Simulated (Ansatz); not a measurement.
# BrH₃OSi + H₂S: a complex and its separated parts, part 1 of 2

Aim: how far the complex at one end of a reaction step lies below its separated, relaxed parts, level by level.

Program: Ansatz 0.2.0, Gaussian basis. Level of theory: PBE0-D4/def2-TZVP structures, single points in def2-TZVPP, no counterpoise correction. These are calculated values, not measurements.

Levels: SPW92, PBE-D4, BLYP-D4, r2SCAN-D4, B97M-V, PBE0-D4, B3LYP-D4, r2SCAN0-D4, BHLYP-D4, CAM-B3LYP-D4, wB97X-V, wB97M-V, B2PLYP, PBE-QIDH, RPA on PBE, Hartree-Fock, MP2, CCSD, CCSD(T).

Correlated methods freeze the cores. Filled d shells of the heavier atoms are correlated. B3LYP uses VWN-RPA correlation. B2PLYP carries no dispersion term here.

94 further runs of the same task are left out: 94 set aside as unsound or not needed. Runs told in other sessions of the task aren't counted.

### 1 Starting geometry

The complex: 9 atoms, charge 0, spin multiplicity 1.

Atoms are counted from 1 here; the program's logs count them from 0.

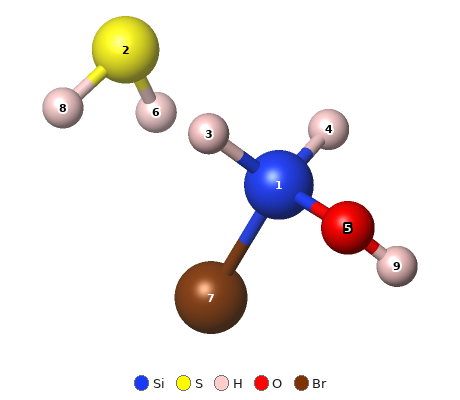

As it starts; silicon blue, sulfur yellow, hydrogen pink, oxygen red, bromine brown; atoms are numbered from 1 in the order of the file.

As a file:

```xyz
9

Si   -0.53125   -0.26276   -0.78347
S     0.95206   -0.20672    2.59524
H    -1.53496   -0.24138    0.29287
H     0.53165   -1.27374   -0.59798
O    -1.36497   -0.49868   -2.17031
H     1.97262    0.27657    1.87099
Br    0.50733    1.71481   -0.84283
H     0.35065    0.99168    2.63436
H    -0.88292   -0.49978   -2.99886
```

Its parts: BrH₃OSi holds atoms 1, 3, 4, 5, 7, 9; H₂S holds atoms 2, 6, 8. Each part counts its atoms afresh in its own runs.

### 2 Relaxing BrH₃OSi alone

relax-a/in.yaml

```yaml
crystal:
  periodic: [false, false, false]
  atoms:
    - {symbol: Si, position_ang: [-0.531252, -0.262757, -0.783473]}
    - {symbol: H, position_ang: [-1.534964, -0.241381, 0.292870]}
    - {symbol: H, position_ang: [0.531645, -1.273745, -0.597985]}
    - {symbol: O, position_ang: [-1.364970, -0.498684, -2.170308]}
    - {symbol: Br, position_ang: [0.507331, 1.714813, -0.842833]}
    - {symbol: H, position_ang: [-0.882922, -0.499776, -2.998861]}
basis:
  gaussian: {orbitals: def2-TZVP}
hamiltonian: {xc: pbe0, dispersion: d4}
relax: {f_tol: 0.005, max_steps: 200}
```

Launch:

```sh
$ ansatz run in.yaml --threads 8 --pin off --events-out ev --progress --plain --max-ram 19148MiB
```

Standard output, cut to the lines that bear on the results:

```text
Functional definition: PBE0
  name "PBE0"
  cite "Adamo & Barone, J. Chem. Phys. 110, 6158 (1999) doi:10.1063/1.478522"
  cite "Perdew, Burke & Ernzerhof, Phys. Rev. Lett. 77, 3865 (1996) doi:10.1103/PhysRevLett.77.3865"
  parent pbe
[...]
964 factors; their error is unknown
[...]
mean field -80009.90225845 eV, -2940.3096753384 hartree, gradient 6.3e-5 eV, S^2 0.000000; 0 other end points of the search recorded, 0 dependent functions left out
[...]
reference -80009.90228474 eV, -2940.3096763046 hartree; 30, 30 occupied and 104, 104 virtual orbitals, 964 factors
[...]
reference -80009.90578502 eV, -2940.3098049376 hartree; 30, 30 occupied and 104, 104 virtual orbitals, 964 factors
Total energy: -80010.00196815 eV, -2940.3133396024 hartree
Atom 0 at    -0.531277    -0.254554    -0.795419 Å, force     0.001639    -0.001422    -0.001108 eV/Å
Atom 1 at    -1.524411    -0.240570     0.294031 Å, force    -0.000897     0.000059     0.000035 eV/Å
Atom 2 at     0.528987    -1.267243    -0.587279 Å, force     0.000025     0.000206     0.000842 eV/Å
Atom 3 at    -1.367292    -0.508210    -2.175107 Å, force    -0.001085     0.000345     0.001545 eV/Å
Atom 4 at     0.509278     1.709832    -0.830143 Å, force    -0.000006     0.000404    -0.000164 eV/Å
Atom 5 at    -0.890418    -0.500785    -3.006674 Å, force     0.000324     0.000408    -0.001150 eV/Å
Dipole moment:     0.076604    -0.231658    -0.176679 e Å
```

It took 6.5 s on 8 threads of Arm Neoverse V1, shared host.

The steps of the relaxation:

```csv
step,energy from step 1 (eV),largest force component (eV/Å)
1,0.0000,0.2535
2,-0.0029,0.0517
3,-0.0034,0.0443
4,-0.0034,0.0195
5,-0.0034,0.0095
6,-0.0035,0.0016
```

Close pairs (by a distance rule), those that changed most:

```csv
bond,before (Å),after (Å),change (Å)
Si1–Br5,2.234,2.223,-0.011
Si1–H2,1.472,1.474,+0.002
Si1–H3,1.479,1.481,+0.002
Si1–O4,1.635,1.633,-0.002
O4–H6,0.959,0.959,+0.000
```

### 3 Relaxing H₂S alone

relax-b/in.yaml

```yaml
crystal:
  periodic: [false, false, false]
  atoms:
    - {symbol: S, position_ang: [0.952064, -0.206723, 2.595244]}
    - {symbol: H, position_ang: [1.972621, 0.276571, 1.870988]}
    - {symbol: H, position_ang: [0.350646, 0.991683, 2.634359]}
basis:
  gaussian: {orbitals: def2-TZVP}
hamiltonian: {xc: pbe0, dispersion: d4}
relax: {f_tol: 0.005, max_steps: 200}
```

Launch:

```sh
$ ansatz run in.yaml --threads 8 --pin off --events-out ev --progress --plain --max-ram 19148MiB
```

Standard output, cut to the lines that bear on the results:

```text
[... 5 set-up lines as earlier in the session ...]
[...]
359 factors; their error is unknown
[...]
mean field -10864.45039031 eV, -399.2611876551 hartree, gradient 4.9e-5 eV, S^2 0.000000; 0 other end points of the search recorded, 0 dependent functions left out
[...]
reference -10864.45047799 eV, -399.2611908772 hartree; 9, 9 occupied and 40, 40 virtual orbitals, 359 factors
Total energy: -10864.46265720 eV, -399.2616384549 hartree
Atom 0 at     0.952536    -0.204905     2.594492 Å, force     0.000541    -0.000342    -0.000228 eV/Å
Atom 1 at     1.974828     0.274575     1.870217 Å, force    -0.003934     0.001464     0.001922 eV/Å
Atom 2 at     0.347967     0.991861     2.635882 Å, force     0.003393    -0.001122    -0.001695 eV/Å
Dipole moment:     0.054424     0.218408    -0.088975 e Å
```

Wall time 0.4 s (8 threads of Arm Neoverse V1, shared host).

Relaxation path:

```csv
step,energy from step 1 (eV),largest force component (eV/Å)
1,0.0000,0.0248
2,-0.0001,0.0039
```

Distances of close pairs at the start and the end, largest changes first:

```csv
bond,before (Å),after (Å),change (Å)
S1–H2,1.342,1.341,-0.000
S1–H3,1.341,1.341,+0.000
```

### 4 SPW92/def2-TZVPP

parta/in.yaml

```yaml
crystal:
  periodic: [false, false, false]
  atoms:
    - {symbol: Si, position_ang: [-0.531277, -0.254554, -0.795419]}
    - {symbol: H, position_ang: [-1.524411, -0.240570, 0.294031]}
    - {symbol: H, position_ang: [0.528987, -1.267243, -0.587279]}
    - {symbol: O, position_ang: [-1.367292, -0.508210, -2.175107]}
    - {symbol: Br, position_ang: [0.509278, 1.709832, -0.830143]}
    - {symbol: H, position_ang: [-0.890418, -0.500785, -3.006674]}
basis:
  gaussian: {orbitals: def2-TZVPP}
hamiltonian: {xc: lda}
```

partb/in.yaml

```yaml
crystal:
  periodic: [false, false, false]
  atoms:
    - {symbol: S, position_ang: [0.952536, -0.204905, 2.594492]}
    - {symbol: H, position_ang: [1.974828, 0.274575, 1.870217]}
    - {symbol: H, position_ang: [0.347967, 0.991861, 2.635882]}
basis:
  gaussian: {orbitals: def2-TZVPP}
hamiltonian: {xc: lda}
```

Each run has its own folder and the same command.

Launch:

```sh
$ ansatz run in.yaml --threads 8 --pin off --events-out ev --progress --plain --max-ram 19148MiB
```

parta printed, cut to the lines that bear on the results:

```text
Functional definition: SPW92
  name "SPW92"
  cite "Dirac, Proc. Camb. Phil. Soc. 26, 376 (1930) doi:10.1017/S0305004100016108"
  cite "Slater, Phys. Rev. 81, 385 (1951) doi:10.1103/PhysRev.81.385"
  cite "Perdew & Wang, Phys. Rev. B 45, 13244 (1992) doi:10.1103/PhysRevB.45.13244"
[...]
992 factors; their error is unknown
[...]
mean field -79879.97938754 eV, -2935.5350978973 hartree, gradient 8.4e-5 eV, S^2 0.000000; 0 other end points of the search recorded, 0 dependent functions left out
reference -79879.97941994 eV, -2935.5350990879 hartree; 30, 30 occupied and 133, 133 virtual orbitals, 992 factors
Total energy: -79879.97941994 eV, -2935.5350990879 hartree
```

Output in partb, cut to the lines that bear on the results:

```text
[... 5 set-up lines as earlier in the session ...]
[...]
402 factors; their error is unknown
[...]
mean field -10830.30345960 eV, -398.0063110969 hartree, gradient 2.2e-5 eV, S^2 0.000000; 0 other end points of the search recorded, 0 dependent functions left out
reference -10830.30348044 eV, -398.0063118628 hartree; 9, 9 occupied and 61, 61 virtual orbitals, 402 factors
Total energy: -10830.30348044 eV, -398.0063118628 hartree
```

Times: 0.4 s (parta), 0.15 s (partb) on 8 threads of Arm Neoverse V1, shared host.

### 5 PBE-D4/def2-TZVPP

Each input of step 4 (parta, partb) changes in the same lines:

```diff
-hamiltonian: {xc: lda}
+hamiltonian: {xc: pbe, dispersion: d4}
```

One command serves all of them, each in its own folder.

Launch:

```sh
$ ansatz run in.yaml --threads 8 --pin off --events-out ev --progress --plain --max-ram 19148MiB
```

Output in parta, cut to the lines that bear on the results:

```text
Functional definition: PBE
  name "PBE"
[... 2 set-up lines as earlier in the session ...]
[...]
992 factors; their error is unknown
[...]
mean field -80006.66649416 eV, -2940.1907631941 hartree, gradient 1.2e-5 eV, S^2 0.000000; 0 other end points of the search recorded, 0 dependent functions left out
reference -80006.66652898 eV, -2940.1907644738 hartree; 30, 30 occupied and 133, 133 virtual orbitals, 992 factors
Total energy: -80006.78096081 eV, -2940.1949697660 hartree
```

partb printed, cut to the lines that bear on the results:

```text
[... 4 set-up lines as earlier in the session ...]
[...]
402 factors; their error is unknown
[...]
mean field -10863.54270973 eV, -399.2278310088 hartree, gradient 5.0e-5 eV, S^2 0.000000; 0 other end points of the search recorded, 0 dependent functions left out
reference -10863.54273198 eV, -399.2278318264 hartree; 9, 9 occupied and 61, 61 virtual orbitals, 402 factors
Total energy: -10863.55776835 eV, -399.2283844029 hartree
```

Wall times: 0.7 s (parta), 0.15 s (partb) on 8 threads of Arm Neoverse V1, shared host.

### 6 BLYP-D4/def2-TZVPP

The same edit goes into each in.yaml of step 5 (parta, partb):

```diff
-hamiltonian: {xc: pbe, dispersion: d4}
+hamiltonian: {xc: {name: BLYP}, dispersion: d4}
```

The same command starts each run, in its folder.

Launch:

```sh
$ ansatz run in.yaml --threads 8 --pin off --events-out ev --progress --plain --max-ram 19148MiB
```

Output in parta, cut to the lines that bear on the results:

```text
Functional definition: BLYP
  name "BLYP"
  cite "Becke, Phys. Rev. A 38, 3098 (1988) doi:10.1103/PhysRevA.38.3098"
  cite "Lee, Yang & Parr, Phys. Rev. B 37, 785 (1988) doi:10.1103/PhysRevB.37.785"
[...]
992 factors; their error is unknown
[...]
mean field -80023.75636360 eV, -2940.8188043119 hartree, gradient 1.6e-5 eV, S^2 0.000000; 0 other end points of the search recorded, 0 dependent functions left out
reference -80023.75666823 eV, -2940.8188155070 hartree; 30, 30 occupied and 133, 133 virtual orbitals, 992 factors
Total energy: -80024.00872429 eV, -2940.8280783962 hartree
```

partb printed, cut to the lines that bear on the results:

```text
[... 4 set-up lines as earlier in the session ...]
[...]
402 factors; their error is unknown
[...]
mean field -10868.21010537 eV, -399.3993546351 hartree, gradient 2.4e-5 eV, S^2 0.000000; 0 other end points of the search recorded, 0 dependent functions left out
reference -10868.21031924 eV, -399.3993624945 hartree; 9, 9 occupied and 61, 61 virtual orbitals, 402 factors
Total energy: -10868.24601021 eV, -399.4006741135 hartree
```

Times: 0.65 s (parta), 0.15 s (partb) on 8 threads of Arm Neoverse V1, shared host.

### 7 r2SCAN-D4/def2-TZVPP

The same edit goes into each in.yaml of step 6 (parta, partb):

```diff
-hamiltonian: {xc: {name: BLYP}, dispersion: d4}
+hamiltonian: {xc: r2scan, dispersion: d4}
```

Each run has its own folder and the same command.

Launch:

```sh
$ ansatz run in.yaml --threads 8 --pin off --events-out ev --progress --plain --max-ram 19148MiB
```

Log of parta, cut to the lines that bear on the results:

```text
Functional definition: r2SCAN
  name "r2SCAN"
  cite "Furness, Kaplan, Ning, Perdew & Sun, J. Phys. Chem. Lett. 11, 8208 (2020) doi:10.1021/acs.jpclett.0c02405"
  cite "Furness, Kaplan, Ning, Perdew & Sun, J. Phys. Chem. Lett. 11, 9248 (2020) doi:10.1021/acs.jpclett.0c03077"
  parent r2scan
[...]
992 factors; their error is unknown
[...]
mean field -80021.50219394 eV, -2940.7359651051 hartree, gradient 6.8e-5 eV, S^2 0.000000; 0 other end points of the search recorded, 0 dependent functions left out
reference -80021.50220379 eV, -2940.7359654670 hartree; 30, 30 occupied and 133, 133 virtual orbitals, 992 factors
Total energy: -80021.52725640 eV, -2940.7368861334 hartree
```

Output in partb, cut to the lines that bear on the results:

```text
[... 5 set-up lines as earlier in the session ...]
[...]
402 factors; their error is unknown
[...]
mean field -10867.52468057 eV, -399.3741657383 hartree, gradient 2.9e-5 eV, S^2 0.000000; 0 other end points of the search recorded, 0 dependent functions left out
reference -10867.52468727 eV, -399.3741659844 hartree; 9, 9 occupied and 61, 61 virtual orbitals, 402 factors
Total energy: -10867.52803547 eV, -399.3742890284 hartree
```

They took 1.6 s (parta), 0.45 s (partb) on 8 threads of Arm Neoverse V1, shared host.

### 8 B97M-V/def2-TZVPP

The same edit goes into each in.yaml of step 7 (parta, partb):

```diff
-hamiltonian: {xc: r2scan, dispersion: d4}
+hamiltonian: {xc: {name: B97M-V}}
```

Each run has its own folder and the same command.

Launch:

```sh
$ ansatz run in.yaml --threads 8 --pin off --events-out ev --progress --plain --max-ram 19148MiB
```

Output in parta, cut to the lines that bear on the results:

```text
Functional definition: B97M-V
  name "B97M-V"
  cite "Mardirossian & Head-Gordon, J. Chem. Phys. 142, 074111 (2015) doi:10.1063/1.4907719"
  cite "Becke, J. Chem. Phys. 107, 8554 (1997) doi:10.1063/1.475007"
  cite "Vydrov & Van Voorhis, J. Chem. Phys. 133, 244103 (2010) doi:10.1063/1.3521275"
  # Of w^i u^j: cxij and so on, Table III.
[...]
  gx(w, u) = cx00 + cx01*u + cx02*u^2 + (cx10 + cx11*u)*w
[...]
  gos(w, u) = cos00 + cos01*u + cos03*u^3 + cos10*w + cos32*w^3*u^2
[...]
      + integral(e_c_pw_mod_opposite_spin*gos(b97_w_opposite, b97_u_opposite)) + vv10(b, c)
992 factors; their error is unknown
[...]
mean field -80008.34824338 eV, -2940.2525663380 hartree, gradient 6.1e-5 eV, S^2 0.000000; 0 other end points of the search recorded, 0 dependent functions left out
reference -80008.34829393 eV, -2940.2525681955 hartree; 30, 30 occupied and 133, 133 virtual orbitals, 992 factors
Total energy: -80008.34829393 eV, -2940.2525681955 hartree
```

Log of partb, cut to the lines that bear on the results:

```text
[... 5 set-up lines as earlier in the session ...]
  # Of w^i u^j: cxij and so on, Table III.
[...]
  gx(w, u) = cx00 + cx01*u + cx02*u^2 + (cx10 + cx11*u)*w
[...]
  gos(w, u) = cos00 + cos01*u + cos03*u^3 + cos10*w + cos32*w^3*u^2
[...]
      + integral(e_c_pw_mod_opposite_spin*gos(b97_w_opposite, b97_u_opposite)) + vv10(b, c)
402 factors; their error is unknown
[...]
mean field -10865.55697543 eV, -399.3018539081 hartree, gradient 2.3e-5 eV, S^2 0.000000; 0 other end points of the search recorded, 0 dependent functions left out
reference -10865.55701008 eV, -399.3018551815 hartree; 9, 9 occupied and 61, 61 virtual orbitals, 402 factors
Total energy: -10865.55701008 eV, -399.3018551815 hartree
```

Times: 2.8 s (parta), 0.45 s (partb) on 8 threads of Arm Neoverse V1, shared host.

### 9 PBE0-D4/def2-TZVPP

Each input of step 8 (parta, partb) changes in the same lines:

```diff
-hamiltonian: {xc: {name: B97M-V}}
+hamiltonian: {xc: pbe0, dispersion: d4}
+output: {orbitals: {seedname: orbitals}}
```

Each run has its own folder and the same command.

Launch:

```sh
$ ansatz run in.yaml --threads 8 --pin off --events-out ev --progress --plain --max-ram 19148MiB
```

Output in parta, cut to the lines that bear on the results:

```text
[... 5 set-up lines as earlier in the session ...]
[...]
1032 factors; their error is unknown
[...]
mean field -80009.96062964 eV, -2940.3118204401 hartree, gradient 3.7e-5 eV, S^2 0.000000; 0 other end points of the search recorded, 0 dependent functions left out
reference -80009.96065584 eV, -2940.3118214028 hartree; 30, 30 occupied and 133, 133 virtual orbitals, 1032 factors
Total energy: -80010.05683896 eV, -2940.3153560675 hartree
```

Log of partb, cut to the lines that bear on the results:

```text
[... 5 set-up lines as earlier in the session ...]
[...]
433 factors; their error is unknown
[...]
mean field -10864.48422198 eV, -399.2624309460 hartree, gradient 4.8e-6 eV, S^2 0.000000; 0 other end points of the search recorded, 0 dependent functions left out
reference -10864.48423860 eV, -399.2624315567 hartree; 9, 9 occupied and 61, 61 virtual orbitals, 433 factors
Total energy: -10864.49641781 eV, -399.2628791343 hartree
```

Wall times: 1.1 s (parta), 0.2 s (partb) on 8 threads of Arm Neoverse V1, shared host.

### 10 B3LYP-D4/def2-TZVPP

The same edit goes into each in.yaml of step 9 (parta, partb):

```diff
-hamiltonian: {xc: pbe0, dispersion: d4}
-output: {orbitals: {seedname: orbitals}}
+hamiltonian: {xc: {name: B3LYP}, dispersion: d4}
```

The same command starts each run, in its folder.

Launch:

```sh
$ ansatz run in.yaml --threads 8 --pin off --events-out ev --progress --plain --max-ram 19148MiB
```

parta printed, cut to the lines that bear on the results:

```text
Functional definition: B3LYP
  name "B3LYP"
  cite "Stephens, Devlin, Chabalowski & Frisch, J. Phys. Chem. 98, 11623 (1994) doi:10.1021/j100096a001"
[... 2 set-up lines as earlier in the session ...]
  cite "Vosko, Wilk & Nusair, Can. J. Phys. 58, 1200 (1980) doi:10.1139/p80-159"
[...]
1032 factors; their error is unknown
[...]
mean field -80025.03600501 eV, -2940.8658302663 hartree, gradient 3.1e-5 eV, S^2 0.000000; 0 other end points of the search recorded, 0 dependent functions left out
reference -80025.03623341 eV, -2940.8658386601 hartree; 30, 30 occupied and 133, 133 virtual orbitals, 1032 factors
Total energy: -80025.22437785 eV, -2940.8727528408 hartree
```

Log of partb, cut to the lines that bear on the results:

```text
[... 6 set-up lines as earlier in the session ...]
[...]
414 factors; their error is unknown
[...]
mean field -10868.95567071 eV, -399.4267536558 hartree, gradient 6.5e-6 eV, S^2 0.000000; 0 other end points of the search recorded, 0 dependent functions left out
reference -10868.95582843 eV, -399.4267594520 hartree; 9, 9 occupied and 61, 61 virtual orbitals, 414 factors
Total energy: -10868.98026296 eV, -399.4276574044 hartree
```

Wall times: 1.1 s (parta), 0.2 s (partb) on 8 threads of Arm Neoverse V1, shared host.

### 11 r2SCAN0-D4/def2-TZVPP

Each input of step 10 (parta, partb) changes in the same lines:

```diff
-hamiltonian: {xc: {name: B3LYP}, dispersion: d4}
+hamiltonian: {xc: {name: r2SCAN0}, dispersion: d4}
```

The same command starts each run, in its folder.

Launch:

```sh
$ ansatz run in.yaml --threads 8 --pin off --events-out ev --progress --plain --max-ram 19148MiB
```

Output in parta, cut to the lines that bear on the results:

```text
Functional definition: r2SCAN0
  name "r2SCAN0"
  cite "Bursch, Neugebauer, Ehlert & Grimme, J. Chem. Phys. 156, 134105 (2022) doi:10.1063/5.0086040"
[... 3 set-up lines as earlier in the session ...]
[...]
1032 factors; their error is unknown
[...]
mean field -80021.09299983 eV, -2940.7209274987 hartree, gradient 2.7e-5 eV, S^2 0.000000; 0 other end points of the search recorded, 0 dependent functions left out
reference -80021.09300766 eV, -2940.7209277866 hartree; 30, 30 occupied and 133, 133 virtual orbitals, 1032 factors
Total energy: -80021.12344638 eV, -2940.7220463889 hartree
```

Log of partb, cut to the lines that bear on the results:

```text
[... 6 set-up lines as earlier in the session ...]
[...]
433 factors; their error is unknown
[...]
mean field -10867.41040733 eV, -399.3699662740 hartree, gradient 1.4e-5 eV, S^2 0.000000; 0 other end points of the search recorded, 0 dependent functions left out
reference -10867.41041267 eV, -399.3699664703 hartree; 9, 9 occupied and 61, 61 virtual orbitals, 433 factors
Total energy: -10867.41427064 eV, -399.3701082480 hartree
```

They took 1.9 s (parta), 0.45 s (partb) on 8 threads of Arm Neoverse V1, shared host.

### 12 BHLYP-D4/def2-TZVPP

Each input of step 11 (parta, partb) changes in the same lines:

```diff
-hamiltonian: {xc: {name: r2SCAN0}, dispersion: d4}
+hamiltonian: {xc: {name: BHLYP}, dispersion: d4}
```

One command serves all of them, each in its own folder.

Launch:

```sh
$ ansatz run in.yaml --threads 8 --pin off --events-out ev --progress --plain --max-ram 19148MiB
```

Output in parta, cut to the lines that bear on the results:

```text
Functional definition: BHLYP
  name "BHLYP"
  cite "Becke, J. Chem. Phys. 98, 1372 (1993) doi:10.1063/1.464304"
[... 2 set-up lines as earlier in the session ...]
[...]
1119 factors; their error is unknown
[...]
mean field -80022.46443864 eV, -2940.7713269454 hartree, gradient 1.3e-5 eV, S^2 0.000000; 0 other end points of the search recorded, 0 dependent functions left out
reference -80022.46459402 eV, -2940.7713326557 hartree; 30, 30 occupied and 133, 133 virtual orbitals, 1119 factors
Total energy: -80022.62124102 eV, -2940.7770893265 hartree
```

Log of partb, cut to the lines that bear on the results:

```text
[... 5 set-up lines as earlier in the session ...]
[...]
453 factors; their error is unknown
[...]
mean field -10868.25160592 eV, -399.4008797520 hartree, gradient 1.3e-5 eV, S^2 0.000000; 0 other end points of the search recorded, 0 dependent functions left out
reference -10868.25171262 eV, -399.4008836731 hartree; 9, 9 occupied and 61, 61 virtual orbitals, 453 factors
Total energy: -10868.26803938 eV, -399.4014836704 hartree
```

They took 1.4 s (parta), 0.2 s (partb) on 8 threads of Arm Neoverse V1, shared host.

(Continued in part 2 of 2.)
